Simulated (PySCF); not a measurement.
## Run report: ZrOCl$_{2}$, frequency calculation

ZrOCl$_{2}$, computed with RKS-based PBE0, Zr def2-SVP with ECP28, O def2-SVP, Cl def2-SVP; non-relativistic Hamiltonian with a scalar-relativistic core potential; density fitting (PySCF 2.14.0).

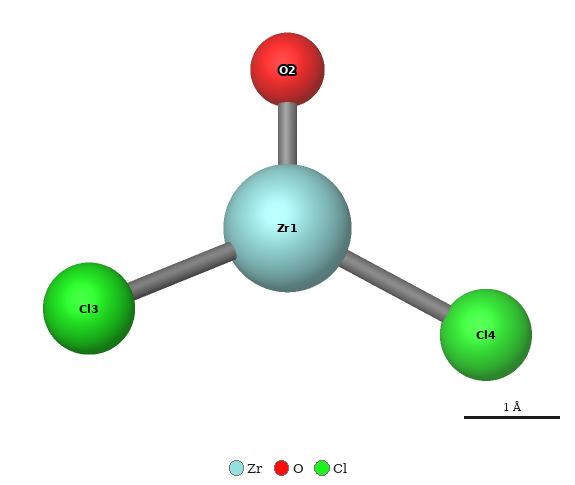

*The input geometry (ball-and-stick view, seen at an oblique angle; atoms are numbered from 1 in the order of the input). Sticks mark near contacts.*

Bond lengths as drawn: Cl–Zr 2.39 Å and O–Zr 1.73 Å.

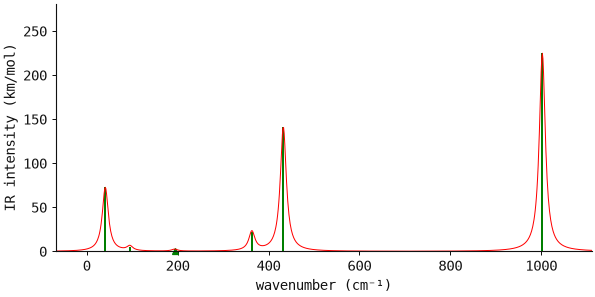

*Harmonic infrared spectrum, unscaled: sticks (degenerate modes added up, dark ones marked on the axis) with a Lorentzian envelope of 16 cm⁻¹ full width, scaled to the tallest stick.*

6 modes from 41 to 1002 cm⁻¹, none imaginary. The strongest line is at 1002 cm⁻¹ (225 km/mol). All modes, in cm⁻¹ (km/mol): 41 (73), 95 (5.3), 193 (2.2), 363 (22), 432 (141), 1002 (225).

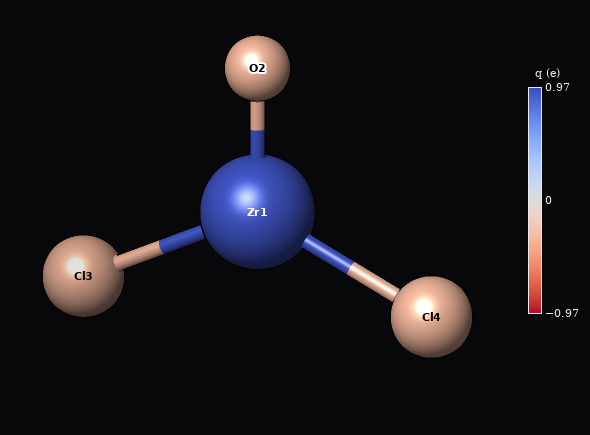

*Mulliken charges, as the colour of each atom (ball-and-stick view, seen at a tilt; atoms are numbered from 1 in the order of the input).*

By element: Zr +0.92, O −0.31 and Cl −0.30 e.

The input that produced these results follows, with the program's output.

Input:
```python
from pyscf import gto, scf, dft
mol = gto.M(atom='''
Zr    -0.202785     0.000000    -0.142287
O     -1.614874     0.000000    -1.133103
Cl    -0.607375     0.000000     2.208725
Cl     1.870379     0.000000    -1.322518''',
    basis={'Zr': 'def2-SVP', 'O': 'def2-SVP', 'Cl': 'def2-SVP'},
    ecp={'Zr': 'def2-SVP'},
    charge=0, spin=0)
mf = dft.RKS(mol, xc='PBE0')
mf.grids.atom_grid = (75, 302)
aux = {'Zr': 'def2-universal-JKFIT', 'O': 'def2-universal-JKFIT', 'Cl': 'def2-universal-JKFIT'}
mf = mf.density_fit(auxbasis=aux)
mf.conv_tol = 1e-09
mf.diis_space = 10
mf.max_cycle = 60
mf.verbose = 4
mf.kernel()
```

The script is an equivalent of the set-up of the self-consistent field. The run itself was carried out by a driver, which started from the orbitals of the step before it where there was one and computed the further properties.

Run as:
```bash
OMP_NUM_THREADS=2 python axn.py task.json out
```

Output:
```
init E= -1042.13113455647
  HOMO = -0.333114329151829  LUMO = -0.130164758018992  gap/eV = 5.52254
cycle= 1 E= -1042.13113455646  delta_E= 1.02e-11  |g|= 7.84e-06  |ddm|= 1.3e-05
  HOMO = -0.333114862092001  LUMO = -0.130162736566831  gap/eV = 5.52261
Extra cycle  E= -1042.13113455639  delta_E= 7.12e-11  |g|= 1.91e-05  |ddm|= 2.37e-05
converged SCF energy = -1042.13113455639
```

Results in brief:

```tsv
quantity	value
outcome	converged
total energy	−1042.131135 hartree
HOMO	−9.06 eV
LUMO	−3.54 eV
zero-point energy	0.004845 hartree
dipole moment	1.27 D
wavenumbers, lowest and highest	41 and 1002 cm⁻¹
hardware	2 threads of Arm Neoverse V2, 24 GiB of memory available, shared host
wall time	26 s (CPU time 48 s)
peak memory	0.95 GiB
```
